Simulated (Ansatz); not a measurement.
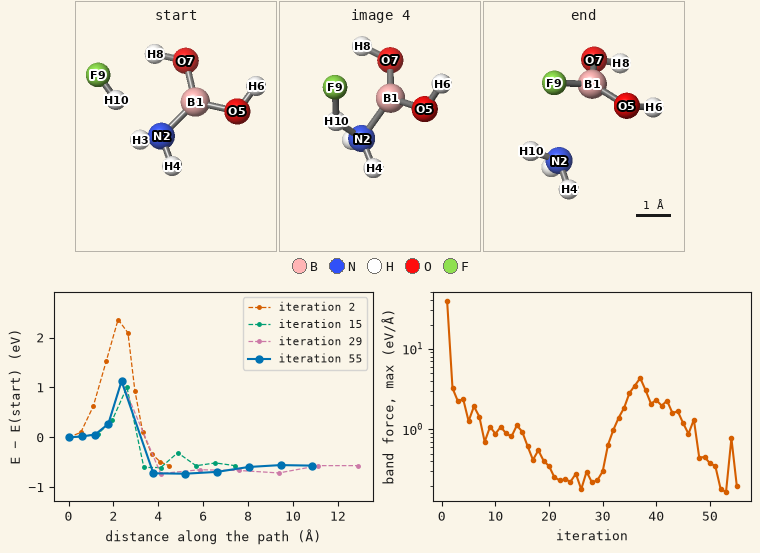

A nudged-elastic-band calculation for BNH$_{5}$O$_{2}$F. Images are numbered from 0 (start) to 10 (end). The plot follows the band through its iterations. A ball-and-stick model, seen face on.

These are results of RHF/6-31G* (Ansatz 0.2.0), not measurements. Set-up: 9 movable images; climbing image; force threshold 0.05 eV/Å; iteration limit 55; starting path through a guess of the saddle point.

Q: How did the profile develop, and is the result final?

A: The result isn't final. The band hadn't converged when the run stopped after 55 iterations. The largest component of the band force went from 39 to 0.2 eV/Å. The barrier read from it is provisional, though the highest image hardly moved in the last two iterations. The first iteration put the highest image at 6.83 eV. Forward barrier 1.13 eV, backward barrier 1.69 eV, with image 4 at the top; the reaction energy is −0.57 eV. Image 6 lies below both ends, at −0.73 eV, which may mean an intermediate minimum or an end that is no minimum.

Limits of the set-up: Hartree-Fock leaves out electron correlation.

The run took 17 min on 1 thread of Intel(R) Xeon(R) Platinum 8259CL CPU @ 2.50GHz (Skylake/Cascade Lake), with other jobs on the host, peak memory 0.18 GiB.
